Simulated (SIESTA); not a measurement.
Band structure of AsPb3 (P6_3/mmc, 8 atoms in the cell).

```xyz
8
Lattice="6.9193 0.0000 0.0000 -3.4597 5.9923 0.0000 0.0000 0.0000 5.2392" Properties=species:S:1:pos:R:3 pbc="T T T"
As     3.4597     1.9974     1.3098
As     0.0000     3.9949     3.9294
Pb     1.8067     1.0431     3.9294
Pb     1.6529     4.9492     1.3098
Pb     0.0000     2.0862     1.3098
Pb     3.4597     3.9061     3.9294
Pb     5.1126     1.0431     3.9294
Pb    -1.6529     4.9492     1.3098
```

Computed with GGA PBEsol, numerical atomic orbitals TZP, PseudoDojo PBEsol standard norm-conserving potentials (rewritten from UPF to PSML) (SIESTA).

Settings: XC.functional = GGA; XC.authors = PBEsol; potentials = PseudoDojo PBEsol standard; PAO.BasisSize = TZP; PAO.EnergyShift = 0.01 Ry; MeshCutoff = 400 Ry; kgrid.MonkhorstPack = 3 3 3; OccupationFunction = MP; OccupationMPOrder = 0; ElectronicTemperature = 100 meV; MaxSCFIterations = 150; SCF.Mixer.Method = Broyden; SCF.Mixer.Weight = 0.25; SCF.Mixer.History = 8.

The starting cell comes from a database of computed structures (which also holds hypothetical and non-ambient phases and stackings), without a prior relaxation at this level. Its lattice was rescaled by a random factor within 2.5 % of one. Spin-orbit coupling is off. Values carry the incompleteness of an atom-centred basis. The run gives no clean gap (levels at the Fermi energy touch, overlap or are partly filled at this smearing), which alone does not show that the compound is a metal.

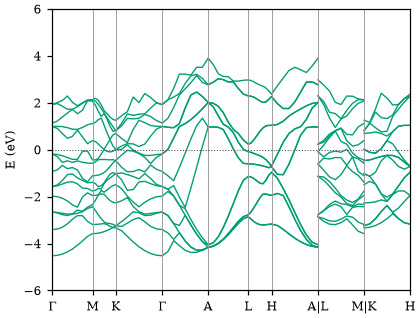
Figure: Bands along the path, energies from the Fermi level.

Levels in eV from the Fermi level, bands 55 to 60:
```tsv
point	55	56	57	58	59	60
Γ	-1.57	-0.93	-0.18	-0.18	0.99	0.99
M	-1.39	-1.11	-0.58	-0.44	0.39	1.12
K	-1.02	-0.46	-0.46	0.01	0.01	0.69
A	0.97	0.97	2.01	2.01	2.01	2.01
L	-0.60	-0.60	-0.09	-0.09	0.23	0.23
H	-0.72	-0.72	-0.70	-0.70	1.04	1.04
```

Bands cross the Fermi level along this path, so the cell is metallic at this level.

Higher empty bands are left out: an atom-centred basis made for the valence describes them poorly.
